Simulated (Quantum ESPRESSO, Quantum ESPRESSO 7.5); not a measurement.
## Re(0001), 5 layers against a metal electrode: a series in the charge of the slab

Aim: how the results for Re(0001), 5 layers against a metal electrode change with the charge of the slab.

Calculated with Quantum ESPRESSO 7.5; plane-wave DFT, PBE, GBRV ultrasoft pseudopotentials.

## 1. Starting point

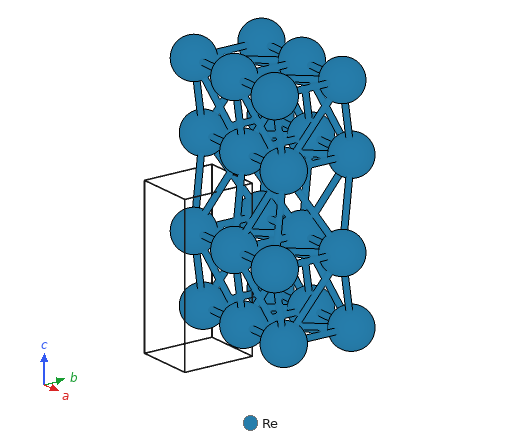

The cell as given, from the side, with the c axis up (rhenium blue). 3×2×2 cells are drawn.

Coordinates:

```cif
data_structure
_symmetry_space_group_name_H-M 'P6_3/mmc'
_symmetry_Int_Tables_number 194
_cell_length_a 2.7600
_cell_length_b 2.7600
_cell_length_c 4.4574
_cell_angle_alpha 90.000
_cell_angle_beta 90.000
_cell_angle_gamma 120.000
_cell_volume 29.41
loop_
_atom_site_label
_atom_site_type_symbol
_atom_site_symmetry_multiplicity
_atom_site_Wyckoff_symbol
_atom_site_fract_x
_atom_site_fract_y
_atom_site_fract_z
_atom_site_occupancy
Re1 Re 2 c 0.33333 0.66667 0.25000 1
```

Set-up: The slab is relaxed neutral, then held. ESM with bc3: vacuum below and a metal electrode about 6 Å above the top atoms. Cold smearing of 0.02 Ry. Charges are set per cell from the starting area. The slabs take the lattice constants of the bulk relaxed by the same program.

Members 2, 3, 4.5, 6, 7 and 8 took the same steps and show in the table alone.

## 2. Relaxing cell and ions of the reference

The bulk crystal is relaxed in cell and atoms; the members are built on its lattice constants.

ref.vc.in reads:

```
&control
  prefix = 'ref.vc'
  outdir = './out'
  pseudo_dir = './pseudo'
  nstep = 40
  forc_conv_thr = 0.0003
  calculation = 'vc-relax'
/
&system
  ibrav = 0
  nat = 2
  ntyp = 1
  ecutwfc = 50
  ecutrho = 250
  occupations = 'smearing'
  smearing = 'mv'
  degauss = 0.02
/
&electrons
  conv_thr = 1e-09
  mixing_beta = 0.4
  electron_maxstep = 120
/
&ions
/
&cell
  press_conv_thr = 0.3
/
ATOMIC_SPECIES
  Re  186.2070  re_pbe_v1.2.uspp.F.UPF
CELL_PARAMETERS angstrom
  2.76000000000000 0.00000000000000 0.00000000000000
  -1.38000000000000 2.39023011444505 0.00000000000000
  0.00000000000000 0.00000000000000 4.45740000000000
ATOMIC_POSITIONS crystal
  Re  0.333333333333 0.666666666667 0.250000000000
  Re  0.666666666667 0.333333333333 0.750000000000
K_POINTS automatic
  17 17 9 0 0 0
```

On the command line:

```bash
$ OMP_NUM_THREADS=1 mpirun -n 4 pw.x -nk 4 -in ref.vc.in > ref.vc.out
```

The log of the run:

```text
Program PWSCF v.7.5 starts
[citation notice left out]

     Parallel version (MPI & OpenMP), running on       4 processor cores
     Number of MPI processes:                 4
     Threads/MPI process:                     1

     MPI processes distributed on     1 nodes
[...]
Current dimensions of program PWSCF are:
     Max number of different atomic species (ntypx) = 10
     Max number of k-points (npk) =  40000
     Max angular momentum in pseudopotentials (lmaxx) =  4
     Message from routine setup:
     using ibrav=0 with symmetry is DISCOURAGED, use correct ibrav instead

     K-points division:     npool     =       4
     Subspace diagonalization in iterative solution of the eigenvalue problem:
     a serial algorithm will be used

     G-vector sticks info
     --------------------
     sticks:   dense  smooth     PW     G-vecs:    dense   smooth      PW
     Sum         475     379    121                13189     9487    1701

     Using Slab Decomposition

     bravais-lattice index     =            0
     lattice parameter (alat)  =       5.2156  a.u.
     unit-cell volume          =     198.4390 (a.u.)^3
     number of atoms/cell      =            2
     number of atomic types    =            1
     number of electrons       =        30.00
     number of Kohn-Sham states=           19
     kinetic-energy cutoff     =      50.0000  Ry
     charge density cutoff     =     250.0000  Ry
     scf convergence threshold =      1.0E-09
     mixing beta               =       0.4000
     number of iterations used =            8  plain     mixing
     energy convergence thresh.=      1.0E-04
     force convergence thresh. =      3.0E-04
     press convergence thresh. =      3.0E-01
     Exchange-correlation= SLA  PW   PBE  PBE
                           (   1   4   3   4   0   0   0)
     nstep                     =           40

     celldm(1)=   5.215644  celldm(2)=   0.000000  celldm(3)=   0.000000
     celldm(4)=   0.000000  celldm(5)=   0.000000  celldm(6)=   0.000000

     crystal axes: (cart. coord. in units of alat)
               a(1) = (   1.000000   0.000000   0.000000 )
               a(2) = (  -0.500000   0.866025   0.000000 )
               a(3) = (   0.000000   0.000000   1.615000 )

     reciprocal axes: (cart. coord. in units 2 pi/alat)
               b(1) = (  1.000000  0.577350 -0.000000 )
               b(2) = (  0.000000  1.154701  0.000000 )
               b(3) = (  0.000000 -0.000000  0.619195 )

     PseudoPot. # 1 for Re read from file:
     ./pseudo/re_pbe_v1.2.uspp.F.UPF
     Pseudo is Ultrasoft + core correction, Zval = 15.0
     Generated by new atomic code, or converted to UPF format
     Using radial grid of  981 points,  8 beta functions with:
                l(1) =   0
                l(2) =   0
                l(3) =   1
                l(4) =   1
                l(5) =   2
                l(6) =   2
                l(7) =   3
                l(8) =   3
     Q(r) pseudized with  8 coefficients,  rinner =    1.150   1.150   1.150
                                                       1.150   1.150   1.150
                                                       1.150

     atomic species   valence    mass     pseudopotential
     Re               15.00   186.20700     Re( 1.00)

     24 Sym. Ops., with inversion, found (12 have fractional translation)

   Cartesian axes

     site n.     atom                  positions (alat units)
         1        Re     tau(   1) = (  -0.0000000   0.5773503   0.4037500  )
         2        Re     tau(   2) = (   0.5000000   0.2886751   1.2112500  )

     number of k points=   165  Marzari-Vanderbilt smearing, width (Ry)=  0.0200

     Number of k-points >= 100: set verbosity='high' to print them.

     Dense  grid:    13189 G-vectors     FFT dimensions: (  27,  27,  48)

     Smooth grid:     9487 G-vectors     FFT dimensions: (  24,  24,  40)

     Estimated max dynamical RAM per process >      59.24 MB

     Estimated total dynamical RAM >     227.29 MB

     Initial potential from superposition of free atoms

     starting charge      28.9999, renormalised to      30.0000

     negative rho (up, down):  2.614E-01 0.000E+00
     Starting wfcs are   26 randomized atomic wfcs

     total cpu time spent up to now is        1.4 secs

     per-process dynamical memory:    35.8 Mb

     Self-consistent Calculation

     iteration #  1     ecut=    50.00 Ry     beta= 0.40
     Davidson diagonalization with overlap
     ethr =  1.00E-02,  avg # of iterations =  2.0

     negative rho (up, down):  2.694E-01 0.000E+00

     total cpu time spent up to now is        2.8 secs

     total energy              =    -381.29991589 Ry
     estimated scf accuracy    <       0.35424305 Ry

     iteration #  2     ecut=    50.00 Ry     beta= 0.40
[...]
negative rho (up, down):  2.732E-01 0.000E+00

[...]
total energy              =    -381.29447394 Ry
     estimated scf accuracy    <       0.04948527 Ry

     iteration #  3     ecut=    50.00 Ry     beta= 0.40
[...]
negative rho (up, down):  2.704E-01 0.000E+00

[...]
total energy              =    -381.31363621 Ry
     estimated scf accuracy    <       0.00280402 Ry

     iteration #  4     ecut=    50.00 Ry     beta= 0.40
[...]
negative rho (up, down):  2.702E-01 0.000E+00

[...]
total energy              =    -381.31453421 Ry
     estimated scf accuracy    <       0.00054761 Ry

     iteration #  5     ecut=    50.00 Ry     beta= 0.40
[...]
negative rho (up, down):  2.704E-01 0.000E+00

[...]
total energy              =    -381.31465246 Ry
     estimated scf accuracy    <       0.00000530 Ry

     iteration #  6     ecut=    50.00 Ry     beta= 0.40
[...]
negative rho (up, down):  2.703E-01 0.000E+00

[...]
total energy              =    -381.31465013 Ry
     estimated scf accuracy    <       0.00001291 Ry

     iteration #  7     ecut=    50.00 Ry     beta= 0.40
[...]
negative rho (up, down):  2.703E-01 0.000E+00

[...]
total energy              =    -381.31465298 Ry
     estimated scf accuracy    <          6.9E-09 Ry

     iteration #  8     ecut=    50.00 Ry     beta= 0.40
[...]
negative rho (up, down):  2.703E-01 0.000E+00

[...]
total energy              =    -381.31465300 Ry
[...]
Forces acting on atoms (cartesian axes, Ry/au):

     atom    1 type  1   force =     0.00000000    0.00000000    0.00000000
     atom    2 type  1   force =     0.00000000    0.00000000    0.00000000

     Total force =     0.000000     Total SCF correction =     0.000000

     Computing stress (Cartesian axis) and pressure

     negative rho (up, down):  2.687E-01 0.000E+00
          total   stress  (Ry/bohr**3)                   (kbar)     P=      -52.77
  -0.00035971   0.00000000   0.00000000          -52.92        0.00        0.00
   0.00000000  -0.00035971   0.00000000            0.00      -52.92        0.00
   0.00000000   0.00000000  -0.00035668            0.00        0.00      -52.47

     Energy error            =      1.2E-04 Ry
     Gradient error          =      0.0E+00 Ry/Bohr
     Cell gradient error     =      5.3E+01 kbar

     number of scf cycles    =   2
     number of bfgs steps    =   1

     enthalpy           old  =    -381.3146530036 Ry
     enthalpy           new  =    -381.3147697999 Ry

     CASE: enthalpy          _new < enthalpy          _old

     new trust radius        =       0.0138418375 bohr
     new conv_thr            =            1.0E-11 Ry

     new unit-cell volume =    201.75683 a.u.^3 (    29.89728 Ang^3 )
     density =     20.68443 g/cm^3

CELL_PARAMETERS (angstrom)
   2.774683527  -0.000000000   0.000000000
  -1.387341764   2.402946422   0.000000000
   0.000000000   0.000000000   4.484087626

ATOMIC_POSITIONS (crystal)
Re               0.3333333333        0.6666666667        0.2500000000
Re               0.6666666667        0.3333333333        0.7500000000

[...]
NEW-OLD atomic charge density approx. for the potential
     New effective cutoffs (rho, wfc):  247.06   49.47

     negative rho (up, down):  2.697E-01 0.000E+00

     total cpu time spent up to now is       30.1 secs

     per-process dynamical memory:    67.8 Mb

     Self-consistent Calculation

     iteration #  1     ecut=    50.00 Ry     beta= 0.40
     Davidson diagonalization with overlap
     ethr =  1.00E-06,  avg # of iterations =  4.2

     Threshold (ethr) on eigenvalues was too large:
     Diagonalizing with lowered threshold

     Davidson diagonalization with overlap
     ethr =  3.33E-08,  avg # of iterations =  2.0

     negative rho (up, down):  2.696E-01 0.000E+00

     total cpu time spent up to now is       33.6 secs

     total energy              =    -381.31531734 Ry
     estimated scf accuracy    <       0.00000885 Ry

[...]
iteration #  6     ecut=    50.00 Ry     beta= 0.40
[...]
negative rho (up, down):  2.695E-01 0.000E+00

[...]
End of self-consistent calculation

     Number of k-points >= 100: set verbosity='high' to print the bands.

     the Fermi energy is    23.9177 ev

!    total energy              =    -381.31531861 Ry
     estimated scf accuracy    <          2.7E-12 Ry
     smearing contrib. (-TS)   =       0.00081147 Ry
     internal energy E=F+TS    =    -381.31613007 Ry

     The total energy is F=E-TS. E is the sum of the following terms:
     one-electron contribution =     -34.29691971 Ry
     hartree contribution      =      37.32044431 Ry
     xc contribution           =    -105.15368943 Ry
     ewald contribution        =    -279.18596523 Ry

     convergence has been achieved in   6 iterations

     negative rho (up, down):  2.695E-01 0.000E+00

     Forces acting on atoms (cartesian axes, Ry/au):

     atom    1 type  1   force =     0.00000000    0.00000000    0.00000000
     atom    2 type  1   force =    -0.00000000   -0.00000000    0.00000000

     Total force =     0.000000     Total SCF correction =     0.000000

     Computing stress (Cartesian axis) and pressure

     negative rho (up, down):  2.695E-01 0.000E+00
          total   stress  (Ry/bohr**3)                   (kbar)     P=       -1.44
  -0.00001079  -0.00000000  -0.00000000           -1.59       -0.00       -0.00
  -0.00000000  -0.00001079  -0.00000000           -0.00       -1.59       -0.00
   0.00000000   0.00000000  -0.00000788            0.00        0.00       -1.16

     Energy error            =      5.5E-04 Ry
     Gradient error          =      1.2E-27 Ry/Bohr
     Cell gradient error     =      1.6E+00 kbar

     number of scf cycles    =   3
     number of bfgs steps    =   2

     enthalpy           old  =    -381.3147697999 Ry
     enthalpy           new  =    -381.3153186055 Ry

     CASE: enthalpy          _new < enthalpy          _old

     new trust radius        =       0.0004544458 bohr
     new conv_thr            =            1.0E-11 Ry

     new unit-cell volume =    201.67504 a.u.^3 (    29.88516 Ang^3 )
     density =     20.69281 g/cm^3

CELL_PARAMETERS (angstrom)
   2.774239662  -0.000000000   0.000000000
  -1.387119831   2.402562023   0.000000000
  -0.000000000  -0.000000000   4.483704441

ATOMIC_POSITIONS (crystal)
Re               0.3333333333        0.6666666667        0.2500000000
Re               0.6666666667        0.3333333333        0.7500000000

[...]
NEW-OLD atomic charge density approx. for the potential
     New effective cutoffs (rho, wfc):  247.12   49.48

     negative rho (up, down):  2.695E-01 0.000E+00

     total cpu time spent up to now is       43.0 secs

     per-process dynamical memory:    67.8 Mb

[...]
!    total energy              =    -381.31531902 Ry
[...]
Total force =     0.000000     Total SCF correction =     0.000000
[...]
Self-consistent Calculation

     iteration #  1     ecut=    50.00 Ry     beta= 0.40
     Davidson diagonalization with overlap
     ethr =  1.00E-06,  avg # of iterations = 11.4

     negative rho (up, down):  2.693E-01 0.000E+00

     total cpu time spent up to now is       57.8 secs

     total energy              =    -381.28690329 Ry
     estimated scf accuracy    <       0.39692309 Ry

[...]
iteration # 10     ecut=    50.00 Ry     beta= 0.40
[...]
negative rho (up, down):  2.693E-01 0.000E+00

[...]
End of self-consistent calculation

     Number of k-points >= 100: set verbosity='high' to print the bands.

     the Fermi energy is    23.9292 ev

!    total energy              =    -381.31536413 Ry
     estimated scf accuracy    <          1.2E-12 Ry
     smearing contrib. (-TS)   =       0.00081042 Ry
     internal energy E=F+TS    =    -381.31617455 Ry

     The total energy is F=E-TS. E is the sum of the following terms:
     one-electron contribution =     -34.24382024 Ry
     hartree contribution      =      37.30658838 Ry
     xc contribution           =    -105.15517646 Ry
     ewald contribution        =    -279.22376623 Ry

     convergence has been achieved in  10 iterations

     negative rho (up, down):  2.693E-01 0.000E+00

     Forces acting on atoms (cartesian axes, Ry/au):

     atom    1 type  1   force =    -0.00000000    0.00000000    0.00000000
     atom    2 type  1   force =     0.00000000   -0.00000000    0.00000000

     Total force =     0.000000     Total SCF correction =     0.000000

     Computing stress (Cartesian axis) and pressure

     negative rho (up, down):  2.693E-01 0.000E+00
          total   stress  (Ry/bohr**3)                   (kbar)     P=       -0.19
  -0.00000148  -0.00000000  -0.00000000           -0.22       -0.00       -0.00
  -0.00000000  -0.00000148   0.00000000           -0.00       -0.22        0.00
  -0.00000000  -0.00000000  -0.00000085           -0.00       -0.00       -0.12

[...]
=------------------------------------------------------------------------------=
   JOB DONE.
=------------------------------------------------------------------------------=
```

Wall time 75 s (4 MPI ranks of Arm Neoverse V1, shared host); peak memory 0.39 GiB; 5 min of CPU time.

Relaxation path:

```csv
step,energy less that of the first step (eV),largest force (eV/Å),volume (Å³)
1,0.0000,0.0000,29.41
2,-0.0016,0.0000,30.33
3,-0.0091,0.0000,29.90
4,-0.0091,0.0000,29.89
5,-0.0097,0.0000,29.89
```

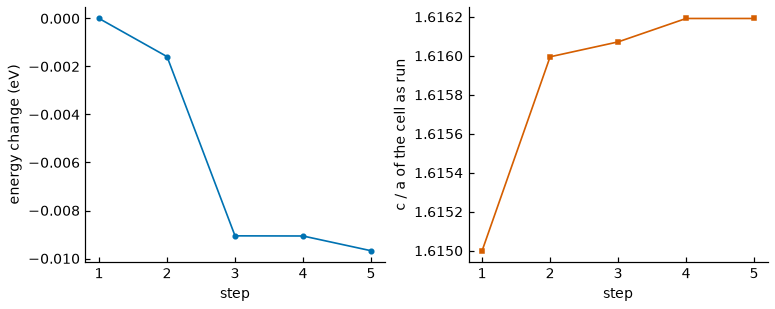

Energy and cell shape along the relaxation.

```csv
"conventional cell, symmetrised",before,after,change
a (Å),2.760,2.774,+0.5 %
b (Å),2.760,2.774,+0.5 %
c (Å),4.457,4.484,+0.6 %
volume (Å³/atom),14.70,14.94,+1.6 %
```

Final coordinates:

```
CELL_PARAMETERS angstrom
2.77424 0.00000 0.00000
-1.38712 2.40256 0.00000
0.00000 0.00000 4.48370
ATOMIC_POSITIONS crystal
Re 0.33333 0.66667 0.25000
Re 0.66667 0.33333 0.75000
```

 The last row is no step: it is a fresh SCF in the final cell with a new plane-wave basis, -1 meV from the row before.

Numbers from this step:

* free energy: -5188.0598 eV
* Fermi energy: 23.93 eV

(Continued in part 2 of 4.)

[Logs are printed without paths, hosts, clocks, repeated set-up lines and the standing remarks that a program may print on its own settings, such as how far it seeks lower states.]

[Hosts, paths, dates, database ids (printed as entryN), source tags and the programs' standing remarks are cut or masked in the printed files.]

[Maps of the electrostatic potential energy from Ansatz leave out the sawtooth potential of an applied field or a dipole correction, so their vacuum need not be flat; planar profiles and work functions include it.]
